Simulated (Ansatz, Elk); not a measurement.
# How far do independent atoms describe LiW2?

Structure refinements treat a crystal as free atoms side by side. For a made-up structure of LiW2 (cell and positions from a PBE relaxation) the runs below show what the calculated density changes in F(hkl).

Calculated with Elk 11.2.3 (patched build); DFT, PBE, all-electron APW+lo, Dirac cores, scalar-relativistic bands, static density, no spin.

The structure was built from a prototype and need not be the compound's stable phase.

## 1. The structure

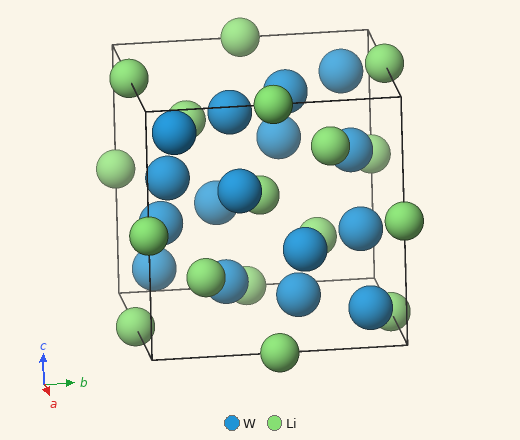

The cell as given, slightly off an axis (tungsten blue, lithium green). This picture shows the conventional cell, with its axes. Some periodic images of atoms are drawn too.

As a file:

```cif
data_structure
_symmetry_space_group_name_H-M 'Fd-3m:1'
_symmetry_Int_Tables_number 227
_cell_length_a 7.5075
_cell_length_b 7.5075
_cell_length_c 7.5075
_cell_angle_alpha 90.000
_cell_angle_beta 90.000
_cell_angle_gamma 90.000
_cell_volume 423.14
loop_
_atom_site_label
_atom_site_type_symbol
_atom_site_symmetry_multiplicity
_atom_site_Wyckoff_symbol
_atom_site_fract_x
_atom_site_fract_y
_atom_site_fract_z
_atom_site_occupancy
W1 W 16 c 0.37500 0.12500 0.37500 1
Li1 Li 8 b 0.25000 0.75000 0.25000 1
```

## 2. Ground state and structure factors

An all-electron density is needed, since X-rays see the cores too. Task 0 finds the density and task 195 Fourier-transforms it; tshift is off so that phases refer to the origin typed.

Input file elk.in:

```
tasks
  0
  195

xctype
  20

spinpol
  .false.

rgkmax
  7.0

gmaxvr
  14.0

lmaxo
  7

lmaxapw
  8

swidth
  0.002

tshift
  .false.

ramdisk
  .false.

hmaxvr
  5.5

maxscl
  120

epspot
  1e-06

sppath
  './'

avec
  0.00000000000 7.09355708240 7.09355708240
  7.09355708240 -0.00000000000 7.09355708240
  7.09355708240 7.09355708240 -0.00000000000

atoms
  2
  'W.in'
  4
  0.6250000000 0.1250000000 0.6250000000   0.000000 0.000000 0.000000
  0.6250000000 0.6250000000 0.1250000000   0.000000 0.000000 0.000000
  0.1250000000 0.6250000000 0.6250000000   0.000000 0.000000 0.000000
  0.6250000000 0.6250000000 0.6250000000   0.000000 0.000000 0.000000
  'Li.in'
  2
  0.2500000000 0.2500000000 0.2500000000   0.000000 0.000000 0.000000
  0.0000000000 -0.0000000000 -0.0000000000   0.000000 0.000000 0.000000

ngridk
  5 5 5
```

Command:

```console
$ OMP_NUM_THREADS=4 elk
```

Numbers of over 12 decimals in the logs are rounded to 6 here.

What it wrote:

```text
┌─────────────────────────┐
│ Elk code version 11.2.3 │
└─────────────────────────┘

All units are atomic (Hartree, Bohr, etc.)

┌─────────────────────────────────────────────────┐
│ Ground-state run starting from atomic densities │
└─────────────────────────────────────────────────┘

Lattice vectors :
   0.000000000       7.093557082       7.093557082
   7.093557082      -0.000000000       7.093557082
   7.093557082       7.093557082      -0.000000000

Reciprocal lattice vectors :
 -0.4428797312      0.4428797312      0.4428797312
  0.4428797312     -0.4428797312      0.4428797312
  0.4428797312      0.4428797312     -0.4428797312

Unit cell volume      :    713.8750430
Brillouin zone volume :   0.3474700732

Muffin-tin inner radius fraction :   0.1000000000E-01

Nuclei treated as point charges

Species : 1 (W)
 parameters loaded from : W.in
 name : tungsten
 nuclear charge    :   -74.00000000
 electronic charge :    74.00000000
 atomic mass :    335119.8193
 muffin-tin radius :    2.482951158
 number of radial points in muffin-tin :   1393
 inner part over the whole radius :   0.9895737375E-02
 number on inner part of muffin-tin    :    996
 approximate nuclear radius :   0.1010025921E-03
 number of mesh points to nuclear radius :    523
 atomic positions (lattice), magnetic fields (Cartesian) :
  1 :  -0.37500000  0.12500000 -0.37500000    0.00000000  0.00000000  0.00000000
  2 :  -0.37500000 -0.37500000  0.12500000    0.00000000  0.00000000  0.00000000
  3 :   0.12500000 -0.37500000 -0.37500000    0.00000000  0.00000000  0.00000000
  4 :  -0.37500000 -0.37500000 -0.37500000    0.00000000  0.00000000  0.00000000

Species : 2 (Li)
 parameters loaded from : Li.in
 name : lithium
 nuclear charge    :   -3.000000000
 electronic charge :    3.000000000
 atomic mass :    12652.66898
 muffin-tin radius :    1.800000000
 number of radial points in muffin-tin :    593
 inner part over the whole radius :   0.9806707936E-02
 number on inner part of muffin-tin    :    401
 approximate nuclear radius :   0.4000070961E-04
 number of mesh points to nuclear radius :    148
 atomic positions (lattice), magnetic fields (Cartesian) :
  1 :   0.25000000  0.25000000  0.25000000    0.00000000  0.00000000  0.00000000
  2 :   0.00000000  0.00000000  0.00000000    0.00000000  0.00000000  0.00000000

Total number of atoms per unit cell :    6
Total muffin-tin volume :    305.3378278
 ratio of muffin-tin to unit cell volume :   0.4277188715

Spin treatment :
 spin-unpolarised

Number of Bravais lattice symmetries :   48
Number of crystal symmetries         :   48
Crystal has no inversion symmetry
Complex Hermitian eigensolver will be used

k-point grid :      5     5     5
k-point offset :    0.000000000       0.000000000       0.000000000
k-point set is reduced with full crystal symmetry group
Total number of k-points :       10

Muffin-tin radius times maximum |G+k| :    7.000000000
 using average radius
Maximum |G+k| for APW functions       :    3.103798876
Maximum (1/2)|G+k|²                   :    4.816783730
Maximum |G| for potential and density :    14.00000000
Constant for pseudocharge density :    9
 order of it for each species :   16  16
 order of it for pair densities of each species (exact exchange by exxq0 0: 17) :   12   5
Radial integration step length :    1

G-vector grid sizes :     45    45    45
Number of G-vectors :    33079

Maximum angular momentum used for
 APW functions            :    8
 outer part of muffin-tin :    7
 inner part of muffin-tin :    2

Total nuclear charge    :   -302.0000000
Total core charge       :    184.0000000
Total valence charge    :    118.0000000
Total excess charge     :    0.000000000
Total electronic charge :    302.0000000

Effective Wigner radius, rₛ :   0.8263719153

Number of empty states         :     24
Total number of valence states :     84
Total number of core states    :    184

Third-order local-orbitals added for an l without core states : T
Total number of local-orbitals :    174

[...]
Estimated indirect band gap :   0.2176684590E-02
 from k-point 7 to k-point 5
Estimated direct band gap   :   0.6732549587E-02
 at k-point 5

Charges :
 core                        :    184.0000000
 valence                     :    118.0000000
 interstitial                :    9.868379099
 muffin-tins (core leakage)
  species : 1 (W)
   atom 1                    :    71.95669907     (  0.8818432704E-06)
   atom 2                    :    71.95669907     (  0.8818432704E-06)
[...]
species : 2 (Li)
   atom 1                    :    2.152412309     (   0.000000000    )
   atom 2                    :    2.152412309     (   0.000000000    )
 total in muffin-tins        :    292.1316209
 total calculated charge     :    301.9994226
 total charge                :    302.0000000
 error                       :   0.5774117093E-03

RMS change in Kohn-Sham potential (target) :    6.514868679     (  0.1000000000E-05)
Absolute change in total energy (target)   :    9.370612643     (  0.1000000000E-03)

[... loops 3 to 14 left out ...]

┌──────────────────┐
│ Loop number : 15 │
└──────────────────┘

Energies :
 Fermi                       :     0.295238
 sum of occupied eigenvalues :     -39621.887014904
 electron kinetic            :      72871.863801607
 core electron kinetic       :      70296.178331073
 Coulomb                     :     -136246.06052439
 Coulomb potential           :     -110786.15797126
 nuclear-nuclear             :     -4996.2364647761
 electron-nuclear            :     -151812.90071182
 Hartree                     :      20563.076652205
 Madelung                    :     -80852.981538764
 xc potential                :     -1707.5928452551
 exchange                    :     -1287.0691909978
 correlation                 :     -18.137333919790
 electron entropic           :    -0.18660299641948E-02
 total energy                :     -64679.405113732

Density of states at Fermi energy :    142.1551892
 (states/Hartree/unit cell)

Estimated indirect band gap :   0.7676513311E-03
 from k-point 8 to k-point 7
Estimated direct band gap   :   0.1281341224E-02
 at k-point 7

Charges :
 core                        :    184.0000000
 valence                     :    118.0000000
 interstitial                :    9.632750411
 muffin-tins (core leakage)
  species : 1 (W)
[...]
species : 2 (Li)
   atom 1                    :    2.150955721     (   0.000000000    )
   atom 2                    :    2.150955721     (   0.000000000    )
 total in muffin-tins        :    292.3672496
 total calculated charge     :    301.9993515
 total charge                :    302.0000000
 error                       :   0.6484562072E-03

RMS change in Kohn-Sham potential (target) :   0.6064974485E-06 (  0.1000000000E-05)
Absolute change in total energy (target)   :   0.3204520908E-05 (  0.1000000000E-03)

Convergence targets achieved

┌──────────────────┐
│ Loop number : 16 │
└──────────────────┘

Energies :
 Fermi                       :     0.295238
 sum of occupied eigenvalues :     -39621.887017513
 electron kinetic            :      72871.863813074
 core electron kinetic       :      70296.178343936
 Coulomb                     :     -136246.06053788
 Coulomb potential           :     -110786.15798740
 nuclear-nuclear             :     -4996.2364647761
 electron-nuclear            :     -151812.90072256
 Hartree                     :      20563.076649453
 Madelung                    :     -80852.981544178
 xc potential                :     -1707.5928431827
 exchange                    :     -1287.0691910101
 correlation                 :     -18.137333916367
 electron entropic           :    -0.18660299283029E-02
 total energy                :     -64679.405115763

Density of states at Fermi energy :    142.1551866
 (states/Hartree/unit cell)

Estimated indirect band gap :   0.7676515611E-03
 from k-point 8 to k-point 7
Estimated direct band gap   :   0.1281340855E-02
 at k-point 7

Charges :
 core                        :    184.0000000
 valence                     :    118.0000000
 interstitial                :    9.632750450
 muffin-tins (core leakage)
  species : 1 (W)
[...]
atom 2                    :    72.01633453     (  0.8204908113E-06)
   atom 3                    :    72.01633453     (  0.8204908113E-06)
   atom 4                    :    72.01633453     (  0.8204908113E-06)
  species : 2 (Li)
   atom 1                    :    2.150955711     (   0.000000000    )
   atom 2                    :    2.150955711     (   0.000000000    )
 total in muffin-tins        :    292.3672496
 total calculated charge     :    301.9993515
 total charge                :    302.0000000
 error                       :   0.6484561622E-03

┌──────────────────────────────┐
│ Self-consistent loop stopped │
└──────────────────────────────┘

Wrote STATE.OUT
```

Elapsed: 42 s, on 4 threads of Arm Neoverse V1, shared host; peak memory 0.4 GiB; 1.8 min of CPU time.

SFACRHO.OUT:

```text

h k l indices transformed by vhmat matrix:
   1.000000000       0.000000000       0.000000000    
   0.000000000       1.000000000       0.000000000    
   0.000000000       0.000000000       1.000000000    

      h      k      l  multipl.   |H|            Re(F)            Im(F)           |F|

      0      0      0      1   0.0000000       302.00000      0.14128199E-15   302.00000    
      1      1      1      4  0.76709020      -95.097529       95.097529       134.48822    
      1      0      0      4  0.76709020      -95.097529      -95.097529       134.48822    
      0     -1     -1      6  0.88575946     -0.16098885E-13 -0.24720040E-15  0.16100783E-13
      1      2      1     12   1.2526530       3.8332730     -0.87469044E-15   3.8332730    
      0     -1     -2     12   1.4688659       87.573961       87.573961       123.84828    
     -1     -1      1     12   1.4688659       87.573961      -87.573961       123.84828    
     -2      0      0      4   1.5341804     -0.30959395E-14  -240.37371       240.37371    
      0      2      0      4   1.5341804     -0.13653093E-12   240.37371       240.37371    
      2      2      0      6   1.7715189      -227.43755     -0.57064000E-13   227.43755    
     -3     -1     -1     12   1.9304680      -77.707507       77.707507       109.89501    
     -2     -2     -3     12   1.9304680      -77.707507      -77.707507       109.89501    
     -1      1      2     24   1.9806184      0.25696298E-13  0.10093800E-13  0.27607689E-13
      2      3      3     12   2.1696587       2.6528093      0.25549470E-13   2.6528093    
      1      0      3     12   2.1696587       2.6528093     -0.41911708E-13   2.6528093    
      3      1      3     12   2.3012706       75.579390      -75.579390       106.88540    
     -1     -3     -3     12   2.3012706       75.579390       75.579390       106.88540    
      0      0      3      4   2.3012706       75.813472      -75.813472       107.21644
```

Elk indexes on the primitive cell of elk.in and gives |H| = 4π sin θ/λ in inverse bohr. Below, one row stands for each form hkl of the conventional cell (m members, Friedel mates merged), F is for one primitive cell and the density is static (no thermal factor). Free-atom factors are Waasmaier and Kirfel's, and R is Σm||F|−|F'||/Σm|F|.

| hkl | m | sin θ/λ (Å⁻¹) | abs F, DFT | neutral atoms | diff. | abs of complex diff. |
| --- | --- | --- | --- | --- | --- | --- |
| 111 | 8 | 0.115 | 134.488 | 134.460 | +0.028 | 0.028 |
| 200 | 6 | 0.133 | 0.000 | 0.000 | +0.000 | 0.000 |
| 220 | 12 | 0.188 | 3.833 | 3.545 | +0.288 | 0.288 |
| 311 | 24 | 0.221 | 123.848 | 124.408 | -0.560 | 0.560 |
| 222 | 8 | 0.231 | 240.374 | 241.276 | -0.902 | 0.902 |
| 400 | 6 | 0.266 | 227.438 | 228.231 | -0.793 | 0.793 |
| 331 | 24 | 0.290 | 109.895 | 110.288 | -0.393 | 0.393 |
| 420 | 24 | 0.298 | 0.000 | 0.000 | +0.000 | 0.000 |
| 422 | 24 | 0.326 | 2.653 | 2.900 | -0.247 | 0.247 |
| 511 | 24 | 0.346 | 106.885 | 107.079 | -0.194 | 0.194 |
| 333 | 8 | 0.346 | 107.216 | 107.079 | +0.137 | 0.137 |
| 440 | 12 | 0.377 | 205.024 | 205.094 | -0.070 | 0.070 |
| 531 | 48 | 0.394 | 97.326 | 97.289 | +0.038 | 0.038 |
| 442 | 24 | 0.400 | 0.066 | 0.000 | +0.066 | 0.066 |
| 600 | 6 | 0.400 | 0.000 | 0.000 | +0.000 | 0.000 |
| 620 | 24 | 0.421 | 2.528 | 2.437 | +0.091 | 0.091 |
| 533 | 24 | 0.437 | 95.842 | 95.776 | +0.065 | 0.065 |
| 622 | 24 | 0.442 | 187.070 | 187.075 | -0.005 | 0.005 |
| 444 | 8 | 0.461 | 180.579 | 180.497 | +0.082 | 0.082 |
| 711 | 24 | 0.476 | 88.334 | 88.309 | +0.025 | 0.025 |
| 551 | 24 | 0.476 | 88.332 | 88.309 | +0.023 | 0.023 |
| 640 | 24 | 0.480 | 0.000 | 0.000 | +0.000 | 0.000 |

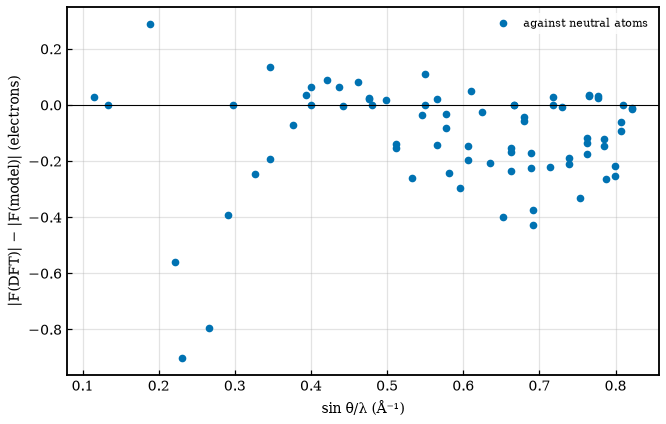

Difference between the calculated structure factors and the independent-atom ones.

## 3. The highest occupied states alone

An energy window below the Fermi level keeps the highest occupied states, to see at which angles they scatter; shallow core shells can lie inside it and anion s states outside. No new self-consistency is needed.

elk.in, as its differences from that of step 2:

```diff
@@ -1,3 +1,2 @@
 tasks
-  0
   195
@@ -40,2 +39,5 @@
 
+wsfac
+  -0.072260 0.595240
+
 sppath
```

Command:

```console
$ OMP_NUM_THREADS=4 elk
```

What it wrote:

```text
┌─────────────────────────────────┐
│ Elk code version 11.2.3 started │
└─────────────────────────────────┘

Info(readinput): the functional depends on the density's gradient
 muffin-tin radial points multiplied by    2.00000
 (not where nrmtscf is given)

┌────────────────────┐
│ Current task : 195 │
└────────────────────┘
Info(checkmt): changed muffin-tin radius of species 1 (W) from   2.8000 to   2.4830

Info(sfacrho): density structure factors written to SFACRHO.OUT

 Energy window :  -0.7226000000E-01  0.5952400000

┌──────────────────┐
│ Elk code stopped │
└──────────────────┘
```

Run time: 14 s. Hardware: 4 threads; peak memory 0.16 GiB.

States within 10 eV below the Fermi level hold 26.00 electrons; any levels below the window count with the cores. Their amplitudes can exceed the total, where window and core parts have opposite phase:

```
hkl  sin θ/λ (Å⁻¹)  abs F, window  abs F, all
111          0.115          5.981     134.488
200          0.133          0.000       0.000
220          0.188          0.257       3.833
311          0.221          1.026     123.848
222          0.231          1.876     240.374
400          0.266          0.894     227.438
331          0.290          0.186     109.895
420          0.298          0.000       0.000
422          0.326          0.218       2.653
511          0.346          0.014     106.885
```

## 4. Another functional

The difference from free atoms is small, so it is set against the change that LDA (Perdew-Wang) makes.

elk.in, as its differences from that of step 3:

```diff
@@ -1,2 +1,3 @@
 tasks
+  0
   195
@@ -4,3 +5,3 @@
 xctype
-  20
+  3
 
@@ -39,5 +40,2 @@
 
-wsfac
-  -0.072260 0.595240
-
 sppath
```

Command:

```console
$ OMP_NUM_THREADS=4 elk
```

What it wrote:

```text
┌─────────────────────────┐
│ Elk code version 11.2.3 │
└─────────────────────────┘

All units are atomic (Hartree, Bohr, etc.)

┌─────────────────────────────────────────────────┐
│ Ground-state run starting from atomic densities │
└─────────────────────────────────────────────────┘

Lattice vectors :
   0.000000000       7.093557082       7.093557082
   7.093557082      -0.000000000       7.093557082
   7.093557082       7.093557082      -0.000000000

Reciprocal lattice vectors :
 -0.4428797312      0.4428797312      0.4428797312
[...]
species : 1 (W)
[...]
atom 3                    :    72.03850567     ( -0.3780051912E-05)
   atom 4                    :    72.03850567     ( -0.3780051912E-05)
  species : 2 (Li)
   atom 1                    :    2.150844446     (   0.000000000    )
   atom 2                    :    2.150844446     (   0.000000000    )
 total in muffin-tins        :    292.4557116
 total calculated charge     :    301.9993392
 total charge                :    302.0000000
 error                       :   0.6607505119E-03

┌──────────────────────────────┐
│ Self-consistent loop stopped │
└──────────────────────────────┘

Wrote STATE.OUT
[key lines of the parts left out:]
total energy                :     -64641.529553052
```

Elapsed: 28 s, on 4 threads; peak memory 0.19 GiB.

Against the first run R = 0.03 %; the largest change is -0.067 at 440.

## 5. Basis size

The basis and the expansions that go with it are enlarged, to see whether the differences are converged.

elk.in, as its differences from that of step 4:

```diff
@@ -5,3 +5,3 @@
 xctype
-  3
+  20
 
@@ -11,12 +11,12 @@
 rgkmax
-  7.0
+  8.5
 
 gmaxvr
-  14.0
+  18.0
 
 lmaxo
-  7
+  9
 
 lmaxapw
-  8
+  10
```

Command:

```console
$ OMP_NUM_THREADS=4 elk
```

What it wrote:

```text
┌─────────────────────────┐
│ Elk code version 11.2.3 │
└─────────────────────────┘

All units are atomic (Hartree, Bohr, etc.)

┌─────────────────────────────────────────────────┐
│ Ground-state run starting from atomic densities │
└─────────────────────────────────────────────────┘

Lattice vectors :
   0.000000000       7.093557082       7.093557082
   7.093557082      -0.000000000       7.093557082
   7.093557082       7.093557082      -0.000000000

Reciprocal lattice vectors :
 -0.4428797312      0.4428797312      0.4428797312
[...]
species : 1 (W)
[...]
atom 3                    :    72.02332391     (  0.8200160266E-06)
   atom 4                    :    72.02332391     (  0.8200160266E-06)
  species : 2 (Li)
   atom 1                    :    2.151773973     (   0.000000000    )
   atom 2                    :    2.151773973     (   0.000000000    )
 total in muffin-tins        :    292.3968436
 total calculated charge     :    301.9999194
 total charge                :    302.0000000
 error                       :   0.8064676638E-04

┌──────────────────────────────┐
│ Self-consistent loop stopped │
└──────────────────────────────┘

Wrote STATE.OUT
[key lines of the parts left out:]
total energy                :     -64679.423366008
```

The job ended after 1.8 min (4 threads; peak memory 0.5 GiB).

Against the first run R = 0.00 %; the largest change is -0.014 at 622.

## 6. Settings against the effect

| run | R against the first run (%) | R against neutral atoms, low angle (%) | wall time |
| --- | --- | --- | --- |
| PBE, rgkmax 7 | 0.00 | 0.38 | 42 s |
| LDA (Perdew-Wang) | 0.03 | 0.38 | 28 s |
| rgkmax 8.5 with larger expansions | 0.00 | 0.38 | 1.8 min |

## 7. What came out

```
R against neutral atoms, sin θ/λ < 0.3 Å⁻¹ : 0.38 %
R against neutral atoms, 0.3 to 0.82 Å⁻¹   : 0.20 %
```

Independent neutral atoms miss the calculated amplitudes by R = 0.38 % below 0.3 Å⁻¹ and 0.20 % from there to 0.82 Å⁻¹; by shells, 0.02 % below 0.15 Å⁻¹ (1 form), 0.43 % 0.15 to 0.3 (5 forms), 0.11 % 0.3 to 0.45 (9 forms), 0.22 % above 0.45 (52 forms). Bonding, aspherical density and the tables' own atoms all enter these figures, and the runs don't part them. The largest change of an amplitude is -0.90 electrons, at 222. Weak lines can change much in proportion: 644 goes from 0.00 to 0.11. The window's part falls from 26.0 electrons at the origin to at most 0.20 between 0.45 and 0.82 Å⁻¹. Below 0.3 Å⁻¹ the changes that finished (LDA (Perdew-Wang) and rgkmax 8.5 with larger expansions) move F by R = 0.01 % at most, against the 0.38 % that separates it from free atoms. The k-mesh has no finished test. These runs have no spin, though d or f shells may be open. Spin-orbit coupling is left out, which can matter for elements this heavy. Part of the difference isn't bonding: the tables are fits to free atoms and ions calculated by other methods than this functional. Thermal motion, anomalous dispersion and extinction are left out.

[Logs are printed without paths, hosts, clocks, repeated set-up lines and the standing remarks that a program may print on its own settings, such as how far it seeks lower states.]

[Hosts, paths, dates, database ids (printed as entryN), source tags and the programs' standing remarks are cut or masked in the printed files.]
